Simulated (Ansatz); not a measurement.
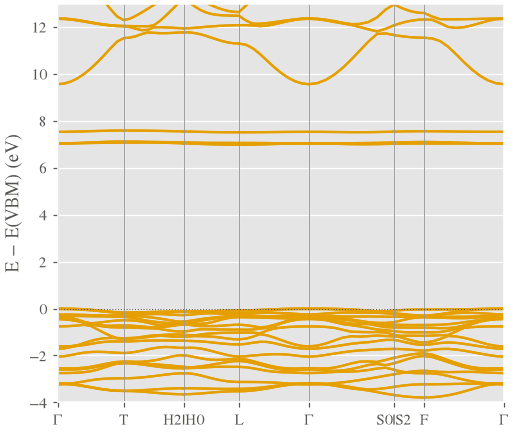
*Band structure from r²SCAN with spin–orbit coupling in the plane-wave PAW code Ansatz*

**Question.** Read off the gap and where the band edges lie.

**Answer.** About 7.0 eV (6.97 eV by a search for the band edges); maximum at Γ, minimum at L.

The material is LiTaF$_{6}$ in space group R-3 (No. 148; Li on 3b, Ta on 3a, F on 18f).

The first step of the workflow began from a Materials Project structure, measured or hypothetical; the Crystallography Open Database copy checked does not list it. With Li and Ta taken as one species the cell has the higher symmetry R-3c, so it may be an ordered model of a mixed-site phase. Its standing as an ambient phase is unchecked. The r²SCAN relaxation kept the symmetry of its start; its stability against distortions is not shown here. The run is not spin-polarised.

Potentials: the later of the program's two PAW sets.
